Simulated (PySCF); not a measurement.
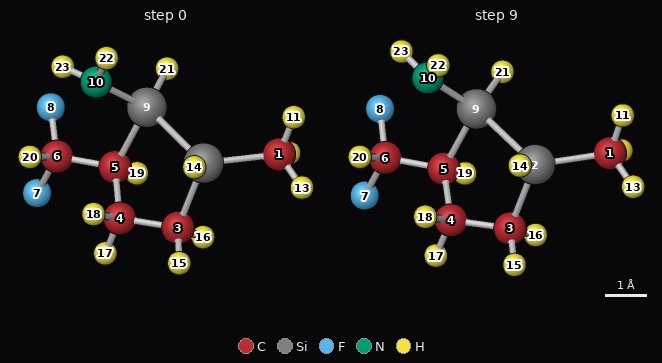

The structure of C₅H₁₃F₂NSi₂ before (left) and after (right) a relaxation, at one scale.

Style: ball-and-stick. Shown at a tilt.

The start comes from GFN2-xTB.

Method: PBE0-D3(BJ)/def2-SVP geometry optimisation, gas phase in PySCF 2.14.0, density-fitted response routines. 

What changed between the two?

Answer. After 9 geometry steps the energy has fallen by 14.4 kJ/mol. The atom that moves furthest after the best rigid fit is an H atom (0.43 Å). Largest moves by element: H 0.43 Å, F 0.13 Å, N 0.12 Å, C 0.08 Å, Si 0.07 Å. Among the contacts that change: Si–Si 2.314 → 2.344 Å, H–Si 1.475 → 1.500 Å, C–Si 1.901 → 1.881 Å, C–H 1.092 → 1.105 Å. Among the angles between lasting bonds that change: Si–Si–H 117.9° → 111.1°, Si–Si–H 122.7° → 116.1°, C–Si–N 105.7° → 109.0°.
